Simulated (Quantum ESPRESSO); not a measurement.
## MnS (Alabandite): magnetism against volume

How does volume change the magnetic state of MnS (Alabandite)?

Calculated with Quantum ESPRESSO 7.5; PBE with U = 4 eV on Mn d (ortho-atomic projectors); plane waves with GBRV 1.5 PBE potentials, no spin-orbit coupling.

### 1. Set-up

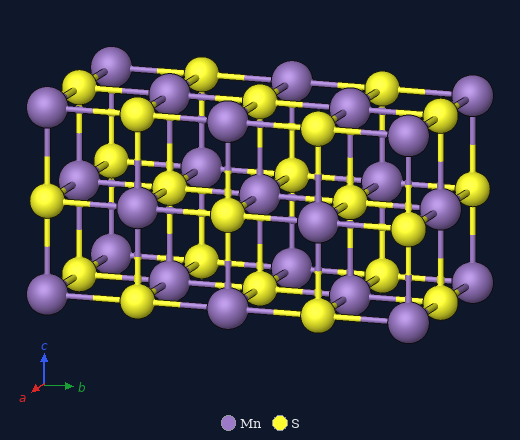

The cell as given, slightly off an axis (manganese light purple, sulfur yellow). 1×2×1 cells are drawn. This picture shows the conventional cell, with its axes. Some periodic images of atoms are drawn too.

Coordinates:

```cif
data_structure
_symmetry_space_group_name_H-M 'Fm-3m'
_symmetry_Int_Tables_number 225
_cell_length_a 5.2236
_cell_length_b 5.2236
_cell_length_c 5.2236
_cell_angle_alpha 90.000
_cell_angle_beta 90.000
_cell_angle_gamma 90.000
_cell_volume 142.53
loop_
_atom_site_label
_atom_site_type_symbol
_atom_site_symmetry_multiplicity
_atom_site_Wyckoff_symbol
_atom_site_fract_x
_atom_site_fract_y
_atom_site_fract_z
_atom_site_occupancy
Mn1 Mn 4 a 0.00000 0.00000 0.00000 1
S1 S 4 b 0.50000 0.00000 0.00000 1
```

The cell comes from the Crystallography Open Database.

### 2. Volume 0.92, ferro +

All lengths scale alike; the factor is that of the volume. Atoms keep their fractional places. Seeded atoms are those given a starting moment.

Contents of pw.in:

```
&CONTROL
  calculation = 'scf'
  prefix = 'pwscf'
  outdir = './tmp'
  pseudo_dir = './pseudo'
  disk_io = 'nowf'
  tprnfor = .true.
  tstress = .true.
/
&SYSTEM
  ibrav = 0
  celldm(1) = 8
  nat = 2
  ntyp = 2
  ecutwfc = 40
  ecutrho = 280
  nbnd = 19
  occupations = 'smearing'
  smearing = 'fd'
  degauss = 0.00367493
  nspin = 2
  starting_magnetization(1) = 0.3
  starting_magnetization(2) = 0
/
&ELECTRONS
  conv_thr = 4d-09
  electron_maxstep = 150
  mixing_beta = 0.3
/
ATOMIC_SPECIES
Mn     54.9380 mn_pbe_v1.5.uspp.F.UPF
S      32.0600 s_pbe_v1.4.uspp.F.UPF
CELL_PARAMETERS alat
   0.0000000000000    0.6000370584708    0.6000370584708
   0.6000370584708    0.0000000000000    0.6000370584708
   0.6000370584708    0.6000370584708    0.0000000000000
ATOMIC_POSITIONS crystal
Mn      0.0000000000    0.0000000000    0.0000000000
S       0.5000000000    0.5000000000    0.5000000000
K_POINTS automatic
8 8 8 0 0 0
HUBBARD {ortho-atomic}
U Mn-3d 4.0000
```

Run with:

```
$ OMP_NUM_THREADS=1 mpirun -n 2 pw.x -nk 2 -in pw.in > pw.out
```

What it wrote:

```text
Program PWSCF v.7.5 starts

     Message from routine setup:
     using ibrav=0 with symmetry is DISCOURAGED, use correct ibrav instead

     K-points division:     npool     =       2
     Subspace diagonalization in iterative solution of the eigenvalue problem:

     bravais-lattice index     =            0
     lattice parameter (alat)  =       8.0000  a.u.
     unit-cell volume          =     221.2250 (a.u.)^3
     number of atoms/cell      =            2
     number of atomic types    =            2
     number of electrons       =        21.00
     number of Kohn-Sham states=           19
     kinetic-energy cutoff     =      40.0000  Ry
     charge density cutoff     =     280.0000  Ry
     scf convergence threshold =      4.0E-09
     mixing beta               =       0.3000
     number of iterations used =            8  plain     mixing
     Exchange-correlation=  SLA  PW   PBX  PBC
                           (   1   4   3   4   0   0   0)
     Hubbard projectors: ortho-atomic
     Hubbard parameters of DFT+U (Dudarev formulation) in eV:
     U(Mn-3d) =  4.0000

     Internal variables: lda_plus_u =T, lda_plus_u_kind = 0

     Internal variables: orbital_resolved =F, hub_pot_fix =F, apply_U = F

     celldm(1)=   8.000000  celldm(2)=   0.000000  celldm(3)=   0.000000
     celldm(4)=   0.000000  celldm(5)=   0.000000  celldm(6)=   0.000000

     crystal axes: (cart. coord. in units of alat)
               a(1) = (   0.000000   0.600037   0.600037 )
               a(2) = (   0.600037   0.000000   0.600037 )
               a(3) = (   0.600037   0.600037   0.000000 )

     reciprocal axes: (cart. coord. in units 2 pi/alat)
               b(1) = ( -0.833282  0.833282  0.833282 )
               b(2) = (  0.833282 -0.833282  0.833282 )
               b(3) = (  0.833282  0.833282 -0.833282 )

     PseudoPot. # 1 for Mn read from file:
     mn_pbe_v1.5.uspp.F.UPF
     Pseudo is Ultrasoft + core correction, Zval = 15.0

     PseudoPot. # 2 for S  read from file:
     s_pbe_v1.4.uspp.F.UPF
     Pseudo is Ultrasoft + core correction, Zval =  6.0

     atomic species   valence    mass     pseudopotential
     Mn               15.00    54.93800     Mn( 1.00)
     S                 6.00    32.06000     S ( 1.00)

     Starting magnetic structure
     atomic species   magnetization
     Mn              0.300
     S               0.000

     48 Sym. Ops., with inversion, found

   Cartesian axes

     site n.     atom                  positions (alat units)
         1        Mn     tau(   1) = (   0.0000000   0.0000000   0.0000000  )
         2        S      tau(   2) = (   0.6000371   0.6000371   0.6000371  )

     number of k points=    29  Fermi-Dirac smearing, width (Ry)=  0.0037
                       cart. coord. in units 2pi/alat
        k(    1) = (   0.0000000   0.0000000   0.0000000), wk =   0.0019531
        k(    2) = (   0.1041602   0.1041602  -0.1041602), wk =   0.0156250
        k(    3) = (   0.2083205   0.2083205  -0.2083205), wk =   0.0156250
        k(    4) = (   0.3124807   0.3124807  -0.3124807), wk =   0.0156250
        k(    5) = (  -0.4166409  -0.4166409   0.4166409), wk =   0.0078125
        [... 24 further k-points ...]

     Dense  grid:    17477 G-vectors     FFT dimensions: (  40,  40,  40)

     Smooth grid:     7631 G-vectors     FFT dimensions: (  27,  27,  27)

     Check: negative core charge=   -0.000039
     Generating pointlists ...
     new r_m :   0.2475 (alat units)  1.9801 (a.u.) for type    1
     new r_m :   0.2475 (alat units)  1.9801 (a.u.) for type    2

     Initial potential from superposition of free atoms

     starting charge      20.4999, renormalised to      21.0000

     STARTING HUBBARD OCCUPATIONS:

     =================== HUBBARD OCCUPATIONS ===================
     ------------------------ ATOM    1 ------------------------
     Tr[ns(  1)] (up, down, total) =   5.00000  0.00000  5.00000
     Atomic magnetic moment for atom   1 =   5.00000
     [... lines left out ...]
     Number of occupied Hubbard levels =    5.0000

     Atomic wfc used for Hubbard projectors are orthogonalized

     Starting wfcs are   17 randomized atomic wfcs +    2 random wfcs

     Self-consistent Calculation

     iteration #  1     ecut=    40.00 Ry     beta= 0.30
     Davidson diagonalization with overlap
     ethr =  1.00E-02,  avg # of iterations =  5.8

     =================== HUBBARD OCCUPATIONS ===================
     ------------------------ ATOM    1 ------------------------
     Tr[ns(  1)] (up, down, total) =   4.84801  0.16396  5.01197
     Atomic magnetic moment for atom   1 =   4.68405
     [... lines left out ...]
     Number of occupied Hubbard levels =    5.0120

     total energy              =    -235.22382305 Ry
     estimated scf accuracy    <       0.48080056 Ry

     total magnetization       =     4.99 Bohr mag/cell
     absolute magnetization    =     4.99 Bohr mag/cell

     iteration #  2     ecut=    40.00 Ry     beta= 0.30
     Davidson diagonalization with overlap
     ethr =  2.29E-03,  avg # of iterations =  1.7

     total energy              =    -235.30667794 Ry
     estimated scf accuracy    <       0.02169812 Ry

     total magnetization       =     5.00 Bohr mag/cell
     absolute magnetization    =     5.00 Bohr mag/cell

     [... further iterations left out ...]

     iteration #  9     ecut=    40.00 Ry     beta= 0.30
     Davidson diagonalization with overlap
     ethr =  3.06E-09,  avg # of iterations =  2.3

     negative rho (up, down):  0.000E+00 4.399E-04

     total energy              =    -235.31534516 Ry
     estimated scf accuracy    <          7.5E-09 Ry

     total magnetization       =     5.00 Bohr mag/cell
     absolute magnetization    =     5.00 Bohr mag/cell

     iteration # 10     ecut=    40.00 Ry     beta= 0.30
     Davidson diagonalization with overlap
     ethr =  3.59E-11,  avg # of iterations =  3.9

     negative rho (up, down):  0.000E+00 4.398E-04

     Magnetic moment per site  (integrated on atomic sphere of radius R)
     atom   1 (R=0.248)  charge= 13.1006  magn=  4.4437
     atom   2 (R=0.248)  charge=  4.6109  magn=  0.1404

     End of self-consistent calculation

     =================== HUBBARD OCCUPATIONS ===================
     ------------------------ ATOM    1 ------------------------
     Tr[ns(  1)] (up, down, total) =   4.96551  0.29405  5.25956
     Atomic magnetic moment for atom   1 =   4.67145
     [... lines left out ...]
     Number of occupied Hubbard levels =    5.2596

     [... lines left out ...]
     the Fermi energy is    11.7296 ev

!    total energy              =    -235.31534520 Ry
     estimated scf accuracy    <          6.8E-10 Ry
     smearing contrib. (-TS)   =      -0.00000886 Ry
     internal energy E=F+TS    =    -235.31533634 Ry

     The total energy is F=E-TS. E is the sum of the following terms:
     one-electron contribution =    -126.90208981 Ry
     hartree contribution      =      71.97033150 Ry
     xc contribution           =     -35.35350630 Ry
     ewald contribution        =    -145.07446884 Ry
     Hubbard energy            =       0.04439711 Ry

     total magnetization       =     5.00 Bohr mag/cell
     absolute magnetization    =     5.00 Bohr mag/cell

     convergence has been achieved in  10 iterations

     negative rho (up, down):  0.000E+00 4.398E-04

     Forces acting on atoms (cartesian axes, Ry/au):

     atom    1 type  1   force =     0.00000000    0.00000000   -0.00000000
     atom    2 type  2   force =     0.00000000    0.00000000   -0.00000000

     Total force =     0.000000     Total SCF correction =     0.000000

     Computing stress (Cartesian axis) and pressure

     negative rho (up, down):  0.000E+00 4.398E-04
          total   stress  (Ry/bohr**3)                   (kbar)     P=      135.69
   0.00092240   0.00000000   0.00000000          135.69        0.00        0.00
   0.00000000   0.00092240   0.00000000            0.00      135.69        0.00
   0.00000000   0.00000000   0.00092240            0.00        0.00      135.69

=------------------------------------------------------------------------------=
   JOB DONE.
=------------------------------------------------------------------------------=
```

Wall time 8.3 s (2 MPI ranks of Intel Xeon 6975P-C (Granite Rapids), shared host); peak memory 0.21 GiB.

Spin moment in the atom's sphere by atom:

```csv
atom,spin moment in the atom's sphere (μB)
Mn1,4.44
S2,0.14
```

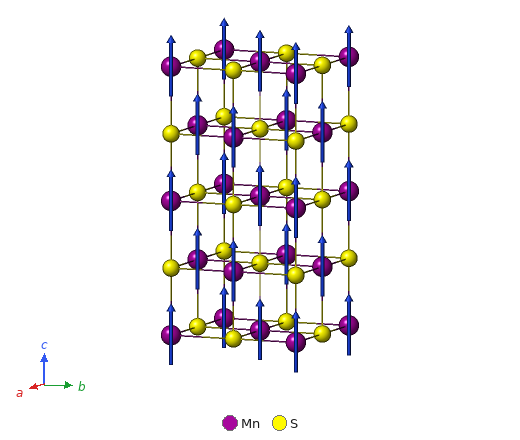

Spin moment in the atom's sphere as arrows, the longest 4.44 μB. Up and down stand for the sign. Arrows give size and sign along the axis of quantisation, drawn up and down the page. 1×1×2 conventional cells are drawn. Some periodic images of atoms are drawn too.

Read from the output:

```
smearing term TS       : 1.21e-4 eV
pressure               : 13.57 GPa
magnetization          : 5 μB
absolute magnetization : 5 μB
final state            : ferromagnetic
```

### 3. Volume 0.92, antiferro q=(0,1/2,1/2) +-

The wavevector q is in fractions of the reciprocal vectors of the crystal's primitive cell, as the cells of these inputs are built from it; moments change sign between cells as cos(2π q·R).

Contents of pw.in:

```
&CONTROL
  calculation = 'scf'
  prefix = 'pwscf'
  outdir = './tmp'
  pseudo_dir = './pseudo'
  disk_io = 'nowf'
  tprnfor = .true.
  tstress = .true.
/
&SYSTEM
  ibrav = 0
  celldm(1) = 8
  nat = 4
  ntyp = 3
  ecutwfc = 40
  ecutrho = 280
  nbnd = 30
  occupations = 'smearing'
  smearing = 'fd'
  degauss = 0.00367493
  nspin = 2
  starting_magnetization(1) = 0.3
  starting_magnetization(2) = -0.3
  starting_magnetization(3) = 0
/
&ELECTRONS
  conv_thr = 8d-09
  electron_maxstep = 150
  mixing_beta = 0.3
/
ATOMIC_SPECIES
Mn1    54.9380 mn_pbe_v1.5.uspp.F.UPF
Mn2    54.9380 mn_pbe_v1.5.uspp.F.UPF
S      32.0600 s_pbe_v1.4.uspp.F.UPF
CELL_PARAMETERS alat
   0.0000000000000    0.6000370584708    0.6000370584708
   1.2000741169415    0.0000000000000    1.2000741169415
   1.2000741169415    0.6000370584708    0.6000370584708
ATOMIC_POSITIONS crystal
Mn1     0.0000000000    0.0000000000    0.0000000000
Mn2     0.0000000000    0.5000000000    0.0000000000
S       0.5000000000    0.0000000000    0.5000000000
S       0.5000000000    0.5000000000    0.5000000000
K_POINTS automatic
8 4 8 0 0 0
HUBBARD {ortho-atomic}
U Mn1-3d 4.0000
U Mn2-3d 4.0000
```

What it wrote:

```text
     [... lines left out ...]
Program PWSCF v.7.5 starts
     [... lines left out ...]
     number of atoms/cell      =            4
     [... lines left out ...]
     number of electrons       =        42.00
     number of Kohn-Sham states=           30
     kinetic-energy cutoff     =      40.0000  Ry
     charge density cutoff     =     280.0000  Ry
     scf convergence threshold =      8.0E-09
     [... lines left out ...]
     16 Sym. Ops., with inversion, found
     [... lines left out ...]
     number of k points=    39  Fermi-Dirac smearing, width (Ry)=  0.0037
     [... lines left out ...]
     iteration # 12     ecut=    40.00 Ry     beta= 0.30
     [... lines left out ...]
     Magnetic moment per site  (integrated on atomic sphere of radius R)
     atom   1 (R=0.248)  charge= 13.0987  magn=  4.4123
     atom   2 (R=0.248)  charge= 13.0989  magn= -4.4123
     atom   3 (R=0.248)  charge=  4.6082  magn= -0.0448
     atom   4 (R=0.248)  charge=  4.6084  magn=  0.0448
     [... lines left out ...]
     Tr[ns(  1)] (up, down, total) =   4.95967  0.30712  5.26679
     [... lines left out ...]
     Tr[ns(  2)] (up, down, total) =   0.30712  4.95967  5.26679
     [... lines left out ...]
     the Fermi energy is    11.8993 ev
!    total energy              =    -470.63586733 Ry
     estimated scf accuracy    <          4.0E-09 Ry
     smearing contrib. (-TS)   =      -0.00000040 Ry
     [... lines left out ...]
     total magnetization       =    -0.00 Bohr mag/cell
     absolute magnetization    =     9.63 Bohr mag/cell
     convergence has been achieved in  12 iterations
     [... lines left out ...]
     Total force =     0.000000     Total SCF correction =     0.000000
     [... lines left out ...]
          total   stress  (Ry/bohr**3)                   (kbar)     P=      124.11
     [... lines left out ...]
```

Elapsed: 55 s, on 2 MPI ranks; peak memory 0.35 GiB.

Spin moment in the atom's sphere by atom:

```
atom  spin moment in the atom's sphere (μB)
 Mn1                                   4.41
 Mn2                                  -4.41
  S3                                  -0.04
  S4                                   0.04
```

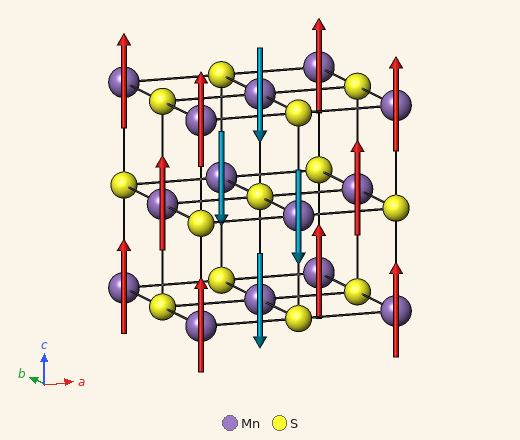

Spin moment in the atom's sphere as arrows, the longest 4.41 μB. Up and down stand for the sign. Arrows give size and sign along the axis of quantisation, drawn up and down the page. The two directions have two colours. Some periodic images of atoms are drawn too.

This step gave:

```yaml
smearing_term_ts: 5.38e-6 eV
pressure: 12.41 GPa
magnetization: 0 μB
absolute_magnetization: 9.627 μB
final_state: antiferromagnetic
```

### 4. Volume 0.92, no spin polarisation

Contents of pw.in:

```
&CONTROL
  calculation = 'scf'
  prefix = 'pwscf'
  outdir = './tmp'
  pseudo_dir = './pseudo'
  disk_io = 'nowf'
  tprnfor = .true.
  tstress = .true.
/
&SYSTEM
  ibrav = 0
  celldm(1) = 8
  nat = 2
  ntyp = 2
  ecutwfc = 40
  ecutrho = 280
  nbnd = 17
  occupations = 'smearing'
  smearing = 'fd'
  degauss = 0.00367493
/
&ELECTRONS
  conv_thr = 4d-09
  electron_maxstep = 150
  mixing_beta = 0.3
/
ATOMIC_SPECIES
Mn     54.9380 mn_pbe_v1.5.uspp.F.UPF
S      32.0600 s_pbe_v1.4.uspp.F.UPF
CELL_PARAMETERS alat
   0.0000000000000    0.6000370584708    0.6000370584708
   0.6000370584708    0.0000000000000    0.6000370584708
   0.6000370584708    0.6000370584708    0.0000000000000
ATOMIC_POSITIONS crystal
Mn      0.0000000000    0.0000000000    0.0000000000
S       0.5000000000    0.5000000000    0.5000000000
K_POINTS automatic
8 8 8 0 0 0
HUBBARD {ortho-atomic}
U Mn-3d 4.0000
```

What it wrote:

```text
     [... lines left out ...]
Program PWSCF v.7.5 starts
     [... lines left out ...]
     number of atoms/cell      =            2
     [... lines left out ...]
     number of electrons       =        21.00
     number of Kohn-Sham states=           17
     kinetic-energy cutoff     =      40.0000  Ry
     charge density cutoff     =     280.0000  Ry
     scf convergence threshold =      4.0E-09
     [... lines left out ...]
     48 Sym. Ops., with inversion, found
     [... lines left out ...]
     number of k points=    29  Fermi-Dirac smearing, width (Ry)=  0.0037
     [... lines left out ...]
     iteration # 15     ecut=    40.00 Ry     beta= 0.30
     [... lines left out ...]
     Tr[ns(  1)] =   5.74081
     [... lines left out ...]
     the Fermi energy is     9.6980 ev
!    total energy              =    -234.99967100 Ry
     estimated scf accuracy    <          5.1E-10 Ry
     smearing contrib. (-TS)   =      -0.00457301 Ry
     [... lines left out ...]
     convergence has been achieved in  15 iterations
     [... lines left out ...]
     Total force =     0.000000     Total SCF correction =     0.000000
     [... lines left out ...]
          total   stress  (Ry/bohr**3)                   (kbar)     P=     -112.45
     [... lines left out ...]
```

The job ended after 5.7 s (2 MPI ranks; peak memory 0.19 GiB; 11 s of CPU time).

Read from the output:

| Property | Result |
| --- | --- |
| smearing term TS | 0.06222 eV |
| pressure | -11.25 GPa |
| final state | non-magnetic (no spin polarisation) |

(Continued in part 2 of 2.)

[Logs and program files are shortened in this print: banners, set-up blocks, solver, clock and traceback lines can be left out without a mark of their own.]

[Logs are printed without paths, hosts, clocks, repeated set-up lines and the standing remarks that a program may print on its own settings, such as how far it seeks lower states.]

[Hosts, paths, dates, database ids (printed as entryN), source tags and the programs' standing remarks are cut or masked in the printed files.]

[Where a cell is said to come from a database of computed structures, the database is the Materials Project.]
